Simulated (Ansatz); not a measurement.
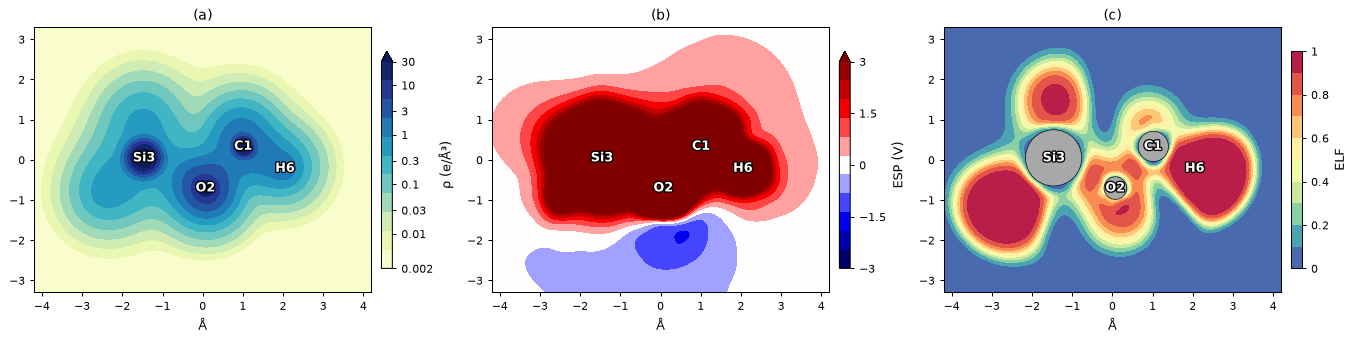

The picture shows: CH$_{7}$BO$_{2}$Si. (a) total electron density; (b) electrostatic potential; (c) ELF on the plane of atoms O2, C1 and H6. Grey discs cover the atomic cores in the ELF map.

Level of theory: Ansatz 0.2.0, SCF PBE, Gaussian basis.

The calculation's input:

```
crystal:
  periodic: [false, false, false]
  atoms:
    - { symbol: C, position_ang: [-1.1861, -0.0655, 1.3787] }
    - { symbol: O, position_ang: [-0.2574, 0.9147, 0.9998] }
    - { symbol: Si, position_ang: [1.0503, 0.0795, 0.2736] }
    - { symbol: B, position_ang: [0.7771, -0.2916, -1.582] }
    - { symbol: O, position_ang: [0.4155, 0.7832, -2.5196] }
    - { symbol: H, position_ang: [-2.0933, 0.5411, 1.8078] }
    - { symbol: H, position_ang: [-0.8289, -0.7203, 2.1475] }
    - { symbol: H, position_ang: [-1.5807, -0.56, 0.4758] }
    - { symbol: H, position_ang: [2.2828, 0.947, 0.4037] }
    - { symbol: H, position_ang: [1.3569, -1.1773, 1.0277] }
    - { symbol: H, position_ang: [0.6907, -1.4186, -1.9424] }
    - { symbol: H, position_ang: [-0.5499, 0.9126, -2.4365] }
basis:
  gaussian:
    orbitals: cc-pVDZ
hamiltonian:
  xc: pbe
output:
  orbitals: {}
```

Q: What does the map show?

A: The section cuts through C, O, Si and H sites. C–O (1.40 Å): ρ at the midpoint is about 2 e/Å³, with its minimum of 1.7 e/Å³ about 0.5 Å from C; the ELF peaks at about 0.85 between the atoms (a polar covalent bond). Si–O (1.71 Å): ρ at the midpoint is about 0.95 e/Å³; the ELF peaks at about 0.85 between the atoms: a polar covalent bond. The ELF also peaks beside O2, away from the bonds: lone-pair regions. Outside the dense part of the molecule the potential is most negative (−1.5 V) near O2.
